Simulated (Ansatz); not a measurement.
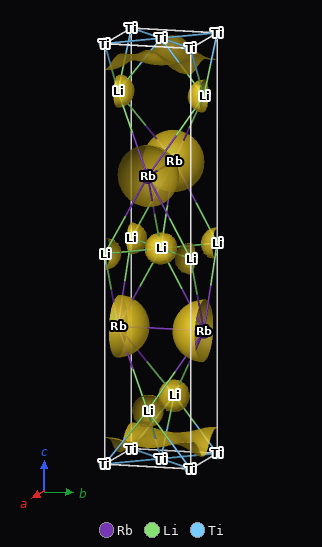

The picture shows: RbLi$_{2}$Ti. Isosurface of the valence electron density at 0.15 e/Å³ (yellow), seen slightly off an axis. Sticks mark near contacts.

Space group P4/nmm; started from the LaBi2Au_129 prototype, which need not be the ambient phase; computed without spin polarisation.

Level of theory: Ansatz 0.2.0, DFT PBE, scalar-relativistic, plane waves, PAW.

The density is the valence pseudo-density of a PAW calculation; it isn't the true density close to the nuclei.

```cif
data_structure
_symmetry_space_group_name_H-M 'P 1'
_symmetry_Int_Tables_number 1
_cell_length_a 3.7725
_cell_length_b 3.7725
_cell_length_c 17.9460
_cell_angle_alpha 90.000
_cell_angle_beta 90.000
_cell_angle_gamma 90.000
_cell_volume 255.40
loop_
_atom_site_label
_atom_site_type_symbol
_atom_site_fract_x
_atom_site_fract_y
_atom_site_fract_z
_atom_site_occupancy
Rb1 Rb 0.00000 0.50000 0.69034 1
Rb2 Rb 0.50000 0.00000 0.30966 1
Li1 Li 0.50000 0.00000 0.86769 1
Li2 Li 0.00000 0.50000 0.13231 1
Li3 Li 0.00000 0.00000 0.50000 1
Li4 Li 0.50000 0.50000 0.50000 1
Ti1 Ti 0.00000 0.00000 0.00000 1
Ti2 Ti 0.50000 0.50000 0.00000 1
```

> Which contacts does the surface bridge?

At this value the density is joined into sheets; it holds about 80 % of the electrons treated as valence (semicore included). It bridges the sampled Ti–Ti (2.67 Å) contacts, where the density stays above the isovalue. It is pinched off along the sampled Li–Li (2.67 Å), Li–Ti (3.03 Å) and Rb–Rb (3.77 Å) contacts. On the grid the lowest density along these lines, outside the cores, is 0.06 e/Å³ (Li–Li, 2.67 Å), 0.25 e/Å³ (Ti–Ti, 2.67 Å), 0.09 e/Å³ (Li–Ti, 3.03 Å) and 0.03 e/Å³ (Rb–Rb, 3.77 Å).
